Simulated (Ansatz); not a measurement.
**BHLYP/cc-pVDZ run of C2H3ClF2 (1-chloro-1,1-difluoroethane)**

Aim: the electronic atomisation energy of C2H3ClF2 (1-chloro-1,1-difluoroethane) at BHLYP/cc-pVDZ, from 5 runs. 

Program for the calculation: Ansatz 0.2.0.

55 further runs of the same task are left out: 1 that didn't finish, 54 set aside as unsound or not needed. Runs told in other sessions of the task aren't counted.

**1. The molecule**

C2H3ClF2 has 8 atoms, charge 0, and is taken as a singlet. SMILES: `CC(F)(F)Cl`. The coordinates come from a PBE0-D4/def2-TZVP relaxation.

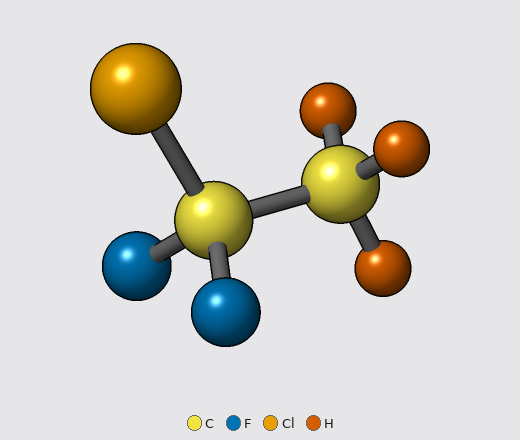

The structure, seen from a chosen angle (carbon yellow, fluorine blue, chlorine amber, hydrogen orange).

**2. A single-point energy at BHLYP/cc-pVDZ**

run.yaml

```yaml
crystal:
  periodic: [false, false, false]
  atoms:
    - {symbol: C, position_ang: [-0.591960, -0.305640, 0.477310]}
    - {symbol: C, position_ang: [0.524930, 0.179790, -0.395910]}
    - {symbol: F, position_ang: [1.713900, 0.014330, 0.206290]}
    - {symbol: F, position_ang: [0.571970, -0.511300, -1.546500]}
    - {symbol: Cl, position_ang: [0.352900, 1.905700, -0.801400]}
    - {symbol: H, position_ang: [-0.600880, 0.257090, 1.409000]}
    - {symbol: H, position_ang: [-0.428120, -1.363800, 0.687730]}
    - {symbol: H, position_ang: [-1.542750, -0.176190, -0.036530]}
basis:
  gaussian: {orbitals: cc-pVDZ}
hamiltonian: {xc: {name: BHLYP}}
output: {orbitals: {seedname: orbitals}}
accuracy: high
```

On the command line:

```sh
$ ansatz run run.yaml --threads 1 --pin off --max-ram 3480MiB --events-out events.jsonl --progress --plain --runs-dir runs
```

Output:

```text
Warning: RAYON_NUM_THREADS=1 ignored (pool sized by the plan → 1); use --threads N
Functional definition: BHLYP
  name "BHLYP"
  parameter a = 0.5
  exchange = (1 - a)*b88_x + a*exact_x
  correlation = lyp_c
2086 factors; integrals over basis functions are off by at most 3.6e-9 eV
mean field evaluation 1: about -20073.0696 eV, gradient 4.1e1 eV
mean field evaluation 2: about -20073.7666 eV, gradient 3.8e1 eV
mean field evaluation 4: about -20076.1774 eV, gradient 1.2e0 eV
mean field evaluation 8: about -20076.6630 eV, gradient 2.0e-1 eV
mean field evaluation 16: about -20076.6631 eV, gradient 4.9e-5 eV
mean field -20076.66308820 eV, -737.8037600402 hartree, gradient 7.4e-8 eV, S^2 0.000000; 0 other end points of the search recorded, 0 dependent functions left out
reference -20076.66311089 eV, -737.8037608741 hartree; 25, 25 occupied and 64, 64 virtual orbitals, 2086 factors
Total energy: -20076.66311089 eV, -737.8037608741 hartree
```

It took 11 s on 1 thread of Arm Neoverse V1, shared host; peak memory 0.32 GiB.

**3. The C atom at the same level**

job.yaml

```yaml
basis:
  gaussian:
    orbitals: cc-pVDZ
crystal:
  periodic: [false, false, false]
  atoms:
    - {symbol: C, position_ang: [0.000000, 0.000000, 0.000000]}
total_charge: 0
magnetization:
  spin_polarized: true
  initial_magnetization: 2
hamiltonian:
  xc: {name: BHLYP}
accuracy: high
```

Run the same way, it converges to -37.84127 Eh (log not shown).

**4. The Cl atom**

run.yaml

```yaml
crystal:
  periodic: [false, false, false]
  atoms:
    - {symbol: Cl, position_ang: [0.000000, 0.000000, 0.000000]}
basis:
  gaussian: {orbitals: cc-pVDZ}
magnetization: {spin_polarized: true, initial_magnetization: 1}
hamiltonian: {xc: {name: BHLYP}}
accuracy: high
```

Run the same way, it converges to -460.14991 Eh (log not shown).

**5. The F atom**

input.yaml

```yaml
crystal:
  periodic: [false, false, false]
  atoms:
    - {symbol: F, position_ang: [0.000000, 0.000000, 0.000000]}
basis:
  gaussian:
    orbitals: cc-pVDZ
total_charge: 0
magnetization:
  spin_polarized: true
  initial_magnetization: 1
hamiltonian:
  xc: {name: BHLYP}
accuracy: high
```

On the command line:

```sh
$ ansatz run input.yaml --threads 1 --pin off --max-ram 3480MiB --events-out events.jsonl --progress --plain --runs-dir runs
```

Output:

```text
Warning: RAYON_NUM_THREADS=1 ignored (pool sized by the plan → 1); use --threads N
[... 5 set-up lines as earlier in the session ...]
96 factors; integrals over basis functions are off by at most 1.7e-9 eV
mean field evaluation 1: about -2713.0438 eV, gradient 4.9e0 eV
mean field evaluation 2: about -2713.1021 eV, gradient 7.5e-1 eV
mean field evaluation 4: about -2713.1046 eV, gradient 2.0e-1 eV
mean field evaluation 8: about -2713.1047 eV, gradient 7.6e-4 eV
mean field -2713.10472383 eV, -99.7047595923 hartree, gradient 1.7e-8 eV, S^2 0.751125; 0 other end points of the search recorded, 0 dependent functions left out
reference -2713.10473092 eV, -99.7047598528 hartree; 5, 4 occupied and 9, 10 virtual orbitals, 96 factors
Total energy: -2713.10473092 eV, -99.7047598528 hartree
```

Wall time 0.3 s (1 thread of Arm Neoverse V1, shared host).

**6. The H atom at the same level**

run.yaml

```yaml
crystal:
  periodic: [false, false, false]
  atoms:
    - {symbol: H, position_ang: [0.000000, 0.000000, 0.000000]}
basis:
  gaussian:
    orbitals: cc-pVDZ
magnetization:
  spin_polarized: true
  initial_magnetization: 1
hamiltonian:
  xc: {name: BHLYP}
accuracy: high
```

Run the same way, it converges to -0.49784 Eh (log not shown).

**7. Results**

At BHLYP/cc-pVDZ:

| quantity | value |
| --- | --- |
| molecule: total energy | -737.80376 Eh |
| molecule: HOMO energy | -10.53 eV |
| molecule: LUMO energy | 2.13 eV |
| molecule: HOMO–LUMO gap | 12.67 eV |
| C atom: total energy | -37.84127 Eh |
| C atom: ⟨S²⟩ | 2.003 |
| Cl atom: total energy | -460.14991 Eh |
| Cl atom: ⟨S²⟩ | 0.753 |
| F atom: total energy | -99.70476 Eh |
| F atom: ⟨S²⟩ | 0.751 |
| H atom: total energy | -0.49784 Eh |
| H atom: ⟨S²⟩ | 0.750 |
| electronic atomisation energy | 29.069 eV |

In words: Taking the molecule apart into free atoms costs 29.07 eV (670 kcal/mol), before zero-point energy and without spin-orbit coupling.
